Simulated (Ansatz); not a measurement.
# Nickel, dhcp under PBEsol: from relaxation to bulk modulus, part 3 of 3

What does PBEsol give for nickel in the dhcp structure? We relax it, solve it on a dense k-mesh, then scale the cell to 7 volumes from 88 to 112 % of the relaxed one and try a fit of the equation of state. The start is ferromagnetic. The k-meshes are 14×14×4 for the relaxation; 19×19×5 for the dense run; 17×17×5 for the volumes.

Ansatz 0.2.0; DFT, PBEsol, plane waves (420 eV) with PAW, scalar-relativistic. Earlier steps stand in the parts before.

## Step 5: At 92 % of the relaxed volume

input.yaml

```yaml
crystal:
  lattice:
    - [2.3797234981, 0.0, 0.0]
    - [-1.189861749, 2.0609010033, 0.0]
    - [0.0, 0.0, 7.7978795584]
  atoms:
    - { symbol: Ni, position: [1.0, 1.0, 0.0], spin: 0.657 }
    - { symbol: Ni, position: [1.0, 1.0, 0.5], spin: 0.657 }
    - { symbol: Ni, position: [0.3333333333, 0.6666666667, 0.25], spin: 0.669 }
    - { symbol: Ni, position: [0.6666666667, 0.3333333333, 0.75], spin: 0.669 }
hamiltonian:
  xc: pbesol
  pseudopotentials:
    kind: paw
    azcp:
      Ni: "pseudopotentials/Ni.paw.azcp"
basis:
  ecutwfc: 420
  fft_grid_basis: typed
kpoints:
  mp_grid: { grid: [17, 17, 5], shift: [0, 0, 0] }
magnetization:
  spin_polarized: true
scf:
  occupations: { method: fermi_dirac, width: 0.05 }
  lower_state_search: "off"
output:
  stress: true
```

Log, cut to the lines that bear on the results:

```text
Warning: <dir> the record states the generating functional pbe (its physics header spells it `PBE`), which answers neither for hamiltonian.xc's functional nor for the pbesol family's — results may be inconsistent (PPs are generated against a specific XC)
Warning: RAYON_NUM_THREADS=2 ignored (pool sized by the plan → 2); use --threads N
[...]
Pseudopotentials: kind: paw
Pseudopotential: Ni, paw, valence charge 18, recommended cutoff 420 eV (normal), <dir>
Functional definition: PBEsol
[...]
Crystal: 4 atoms, lattice volume = 38.244 Å³
Basis set: ecut = 420 eV, 723 PW (Γ)
[...]
Spin contamination: 0.0190 ħ² per cell (⟨S²⟩ above its minimum at these occupations)
Per-site moments (μB) at R_I (Å): [(0.62511807780186, 0.9816359429573503), (0.6251180778018601, 0.9816359429573503), (0.6406777884315238, 0.9816359429573503), (0.6406777884315236, 0.9816359429573503)]
Free energy (F): -23219.644357 eV
[...]
E sigma→0 (E₀):  -23219.617354 eV
Entropy (-TS):   -0.054007 eV (-13.502 meV/atom)
Fermi energy:    21.155140 eV
[...]
--- Stress (GPa, compression-positive) ---
       23.730144       0.000000       0.000000
        0.000000      23.730144       0.000000
        0.000000       0.000000      23.313886
  P = ⅓ Tr σ = 23.5914 GPa (235.914 kbar)
```

Wall time 16 s (2 threads of Intel Xeon Platinum 8259CL at 2.50GHz (Skylake/Cascade Lake), shared host); peak memory 0.54 GiB.

## Step 6: At 96 % of the relaxed volume

input.yaml, as its differences from that of step 5:

```diff
@@ -2,5 +2,5 @@
   lattice:
-    - [2.3797234981, 0.0, 0.0]
-    - [-1.189861749, 2.0609010033, 0.0]
-    - [0.0, 0.0, 7.7978795584]
+    - [2.4137241417, 0.0, 0.0]
+    - [-1.2068620709, 2.0903464244, 0.0]
+    - [0.0, 0.0, 7.9092928904]
   atoms:
@@ -28 +28,5 @@
   stress: true
+  write_density: true
+  write_potential: true
+  elf: true
+  volumetric_format: npy
```

Log, cut to the lines that bear on the results:

```text
Warning: <dir> the record states the generating functional pbe (its physics header spells it `PBE`), which answers neither for hamiltonian.xc's functional nor for the pbesol family's — results may be inconsistent (PPs are generated against a specific XC)
Warning: RAYON_NUM_THREADS=2 ignored (pool sized by the plan → 2); use --threads N
[...]
[... 3 set-up lines as earlier in the session ...]
[...]
Crystal: 4 atoms, lattice volume = 39.906 Å³
Basis set: ecut = 420 eV, 741 PW (Γ)
[...]
Per-site moments (μB) at R_I (Å): [(0.6458823872914274, 0.995661208441726), (0.645882387291428, 0.995661208441726), (0.6593071028275951, 0.995661208441726), (0.6593071028275956, 0.995661208441726)]
Free energy (F): -23219.818774 eV
[...]
E sigma→0 (E₀):  -23219.790708 eV
Entropy (-TS):   -0.056132 eV (-14.033 meV/atom)
Fermi energy:    20.073577 eV
[...]
--- Stress (GPa, compression-positive) ---
       10.648219       0.000000       0.000000
        0.000000      10.648219       0.000000
        0.000000       0.000000      10.297259
  P = ⅓ Tr σ = 10.5312 GPa (105.312 kbar)
--- Band table (eV; the first three rows and the last of 198) ---
[...]
```

It took 17 s on 2 threads of Intel Xeon Platinum 8259CL at 2.50GHz (Skylake/Cascade Lake), shared host; peak memory 0.56 GiB.

## Step 7: At 100 % of the relaxed volume

input.yaml, as its differences from that of step 6:

```diff
@@ -2,5 +2,5 @@
   lattice:
-    - [2.4137241417, 0.0, 0.0]
-    - [-1.2068620709, 2.0903464244, 0.0]
-    - [0.0, 0.0, 7.9092928904]
+    - [2.4467929652, 0.0, 0.0]
+    - [-1.2233964826, 2.1189848657, 0.0]
+    - [0.0, 0.0, 8.0176528336]
   atoms:
@@ -28,5 +28 @@
   stress: true
-  write_density: true
-  write_potential: true
-  elf: true
-  volumetric_format: npy
```

Log, cut to the lines that bear on the results:

```text
Warning: <dir> the record states the generating functional pbe (its physics header spells it `PBE`), which answers neither for hamiltonian.xc's functional nor for the pbesol family's — results may be inconsistent (PPs are generated against a specific XC)
Warning: RAYON_NUM_THREADS=2 ignored (pool sized by the plan → 2); use --threads N
[...]
[... 3 set-up lines as earlier in the session ...]
[...]
Crystal: 4 atoms, lattice volume = 41.569 Å³
Basis set: ecut = 420 eV, 777 PW (Γ)
[...]
Spin contamination: 0.0241 ħ² per cell (⟨S²⟩ above its minimum at these occupations)
Per-site moments (μB) at R_I (Å): [(0.6631251391053089, 1.009302098153513), (0.6631251391053092, 1.009302098153513), (0.6747876683450341, 1.009302098153513), (0.6747876683450347, 1.009302098153513)]
Free energy (F): -23219.872257 eV
[...]
E sigma→0 (E₀):  -23219.843065 eV
Entropy (-TS):   -0.058384 eV (-14.596 meV/atom)
Fermi energy:    19.079128 eV
[...]
--- Stress (GPa, compression-positive) ---
        0.257710       0.000000       0.000000
        0.000000       0.257710       0.000000
        0.000000       0.000000       0.031076
  P = ⅓ Tr σ = 0.1822 GPa (1.822 kbar)
```

It took 14 s on 2 threads of Intel Xeon Platinum 8259CL at 2.50GHz (Skylake/Cascade Lake), shared host; peak memory 0.56 GiB.

## Step 8: At 104 % of the relaxed volume

input.yaml, as its differences from that of step 7:

```diff
@@ -2,5 +2,5 @@
   lattice:
-    - [2.4467929652, 0.0, 0.0]
-    - [-1.2233964826, 2.1189848657, 0.0]
-    - [0.0, 0.0, 8.0176528336]
+    - [2.4789913019, 0.0, 0.0]
+    - [-1.239495651, 2.1468694432, 0.0]
+    - [0.0, 0.0, 8.1231603649]
   atoms:
```

Log, cut to the lines that bear on the results:

```text
Warning: <dir> the record states the generating functional pbe (its physics header spells it `PBE`), which answers neither for hamiltonian.xc's functional nor for the pbesol family's — results may be inconsistent (PPs are generated against a specific XC)
Warning: RAYON_NUM_THREADS=2 ignored (pool sized by the plan → 2); use --threads N
[...]
[... 3 set-up lines as earlier in the session ...]
[...]
Crystal: 4 atoms, lattice volume = 43.232 Å³
Basis set: ecut = 420 eV, 825 PW (Γ)
[...]
Spin contamination: 0.0266 ħ² per cell (⟨S²⟩ above its minimum at these occupations)
Per-site moments (μB) at R_I (Å): [(0.6781476380511647, 1.022583912032307), (0.6781476380511654, 1.022583912032307), (0.6884428748631709, 1.022583912032307), (0.6884428748631708, 1.022583912032307)]
Free energy (F): -23219.829961 eV
[...]
E sigma→0 (E₀):  -23219.799571 eV
Entropy (-TS):   -0.060781 eV (-15.195 meV/atom)
Fermi energy:    18.161958 eV
[...]
--- Stress (GPa, compression-positive) ---
       -7.979515      -0.000000       0.000000
        0.000000      -7.979515       0.000000
        0.000000       0.000000      -8.071078
  P = ⅓ Tr σ = -8.0100 GPa (-80.100 kbar)
```

It took 15 s on 2 threads of Intel Xeon Platinum 8259CL at 2.50GHz (Skylake/Cascade Lake), shared host; peak memory 0.56 GiB.

## Step 9: At 108 % of the relaxed volume

input.yaml, as its differences from that of step 8:

```diff
@@ -2,5 +2,5 @@
   lattice:
-    - [2.4789913019, 0.0, 0.0]
-    - [-1.239495651, 2.1468694432, 0.0]
-    - [0.0, 0.0, 8.1231603649]
+    - [2.5103742702, 0.0, 0.0]
+    - [-1.2551871351, 2.174047891, 0.0]
+    - [0.0, 0.0, 8.2259960965]
   atoms:
```

Log, cut to the lines that bear on the results:

```text
Warning: <dir> the record states the generating functional pbe (its physics header spells it `PBE`), which answers neither for hamiltonian.xc's functional nor for the pbesol family's — results may be inconsistent (PPs are generated against a specific XC)
Warning: RAYON_NUM_THREADS=2 ignored (pool sized by the plan → 2); use --threads N
[...]
[... 3 set-up lines as earlier in the session ...]
[...]
Crystal: 4 atoms, lattice volume = 44.895 Å³
Basis set: ecut = 420 eV, 885 PW (Γ)
[...]
Spin contamination: 0.0291 ħ² per cell (⟨S²⟩ above its minimum at these occupations)
Per-site moments (μB) at R_I (Å): [(0.6916594589732735, 1.0355293864574926), (0.6916594589732736, 1.0355293864574926), (0.7008069179431086, 1.0355293864574926), (0.7008069179431087, 1.0355293864574926)]
Free energy (F): -23219.711897 eV
[...]
E sigma→0 (E₀):  -23219.680312 eV
Entropy (-TS):   -0.063169 eV (-15.792 meV/atom)
Fermi energy:    17.313538 eV
[...]
--- Stress (GPa, compression-positive) ---
      -14.492833       0.000000      -0.000000
        0.000000     -14.492833       0.000000
       -0.000000       0.000000     -14.463213
  P = ⅓ Tr σ = -14.4830 GPa (-144.830 kbar)
```

Wall time 18 s (2 threads of Intel Xeon Platinum 8259CL at 2.50GHz (Skylake/Cascade Lake), shared host); peak memory 0.57 GiB.

## Step 10: At 112 % of the relaxed volume

input.yaml, as its differences from that of step 9:

```diff
@@ -2,5 +2,5 @@
   lattice:
-    - [2.5103742702, 0.0, 0.0]
-    - [-1.2551871351, 2.174047891, 0.0]
-    - [0.0, 0.0, 8.2259960965]
+    - [2.5409916081, 0.0, 0.0]
+    - [-1.270495804, 2.2005632834, 0.0]
+    - [0.0, 0.0, 8.3263230098]
   atoms:
@@ -28 +28,5 @@
   stress: true
+  write_density: true
+  write_potential: true
+  elf: true
+  volumetric_format: npy
```

Log, cut to the lines that bear on the results:

```text
Warning: <dir> the record states the generating functional pbe (its physics header spells it `PBE`), which answers neither for hamiltonian.xc's functional nor for the pbesol family's — results may be inconsistent (PPs are generated against a specific XC)
Warning: RAYON_NUM_THREADS=2 ignored (pool sized by the plan → 2); use --threads N
[...]
[... 3 set-up lines as earlier in the session ...]
[...]
Crystal: 4 atoms, lattice volume = 46.558 Å³
Basis set: ecut = 420 eV, 921 PW (Γ)
[...]
Per-site moments (μB) at R_I (Å): [(0.7035303856850642, 1.048159038337041), (0.7035303856850648, 1.048159038337041), (0.7116746642713584, 1.048159038337041), (0.7116746642713583, 1.048159038337041)]
Free energy (F): -23219.534043 eV
[...]
E sigma→0 (E₀):  -23219.501284 eV
Entropy (-TS):   -0.065519 eV (-16.380 meV/atom)
Fermi energy:    16.526549 eV
[...]
--- Stress (GPa, compression-positive) ---
      -19.624216       0.000000      -0.000000
        0.000000     -19.624216       0.000000
       -0.000000       0.000000     -19.502079
  P = ⅓ Tr σ = -19.5835 GPa (-195.835 kbar)
--- Band table (eV; the first three rows and the last of 198) ---
[...]
```

Run time: 25 s. Hardware: 2 threads of Intel Xeon Platinum 8259CL at 2.50GHz (Skylake/Cascade Lake), shared host; peak memory 0.59 GiB.

## Step 11: Energy and pressure against volume

All volumes keep the relaxed shape and fractional coordinates.

```tsv
V (Å³/atom)	E − E₀ (meV/atom)	P from the stress (GPa)	P from the fit (GPa)	largest moment (μB)
9.145	137.9	40.09	40.03	0.62
9.561	56.4	23.59	23.47	0.64
9.977	13.1	10.53	10.41	0.66
10.392	0.0	0.18	0.07	0.67
10.808	10.8	-8.01	-8.11	0.69
11.224	40.7	-14.48	-14.60	0.70
11.639	85.4	-19.58	-19.73	0.71
```

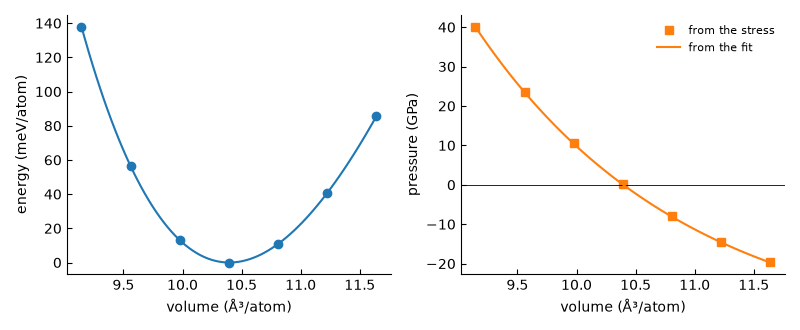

Energy and pressure against volume; the lines are the Birch-Murnaghan fit.

A third-order Birch-Murnaghan fit gives V₀ = 10.396 Å³/atom, B₀ = 229 GPa and B₀′ = 4.8; it misses no point by more than 0.03 meV/atom.

The fit is made to E(σ → 0), while the stress belongs to the free energy F; that is one source of the offset between the two pressures.

## Step 12: Outcome

The summary covers parts 1 to 3.

| quantity | value |
| --- | --- |
| space group (spins left aside) | P6_3/mmc (No. 194) |
| conventional cell | a = 2.447 Å, c = 8.018 Å (c/a = 3.277) |
| volume | 10.392 Å³/atom |
| shortest distance | 2.447 Å |
| gap on the mesh | none (levels filled in part) |
| magnetic state | ferromagnetic, up to 0.67 μB per atom |
| relative to fcc, ferromagnetic | +12 meV/atom |
| V₀, B₀, B₀′ | 10.396 Å³/atom, 229 GPa, 4.8 |

**Reading.** The relaxation shrank the cell by 5.0 % in volume. Against the reference form of nickel (fcc, ferromagnetic, computed apart with the same settings) it stands 12 meV/atom higher. The final state is ferromagnetic (largest moment 0.67 μB). No gap shows: it is a metal or semimetal at this level. The fitted modulus is 229 GPa; letting shape and positions relax at each volume could only lower it. Relaxation kept the symmetry; phonons were not checked.
